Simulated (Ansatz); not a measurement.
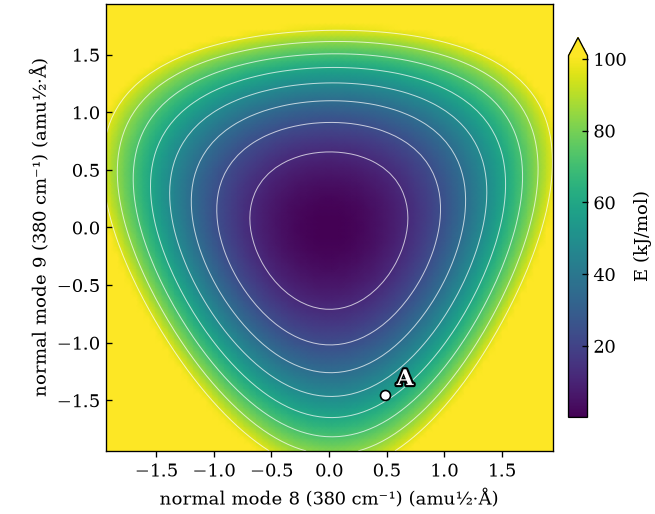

Cl₃ISn, SMILES [Cl][Sn]([Cl])([Cl])[I]. First axis: normal mode 8 (380 cm⁻¹). Second axis: normal mode 9 (380 cm⁻¹). Nothing is relaxed (straight displacements along the two mass-weighted modes). Grid: 9 × 9 points. All energies are given in kJ/mol relative to the lowest grid point. Theory: RKS PBE-D4/def2-SVP in Ansatz 0.2.0.

The picture shows a smooth colour map with a few white contour lines, one colour for all values above the top of the scale, the point A. Between grid points the surface is interpolated.

Q: Which way does the force act at A, and how strong is it?

A: A, at normal mode 8 (380 cm⁻¹) = 0.48 amu½·Å, normal mode 9 (380 cm⁻¹) = −1.45 amu½·Å, is not a stationary point. The computed force is 39 kJ/mol for each amu½·Å towards smaller values of normal mode 8 (380 cm⁻¹) and 64 kJ/mol for each amu½·Å towards larger values of normal mode 9 (380 cm⁻¹).
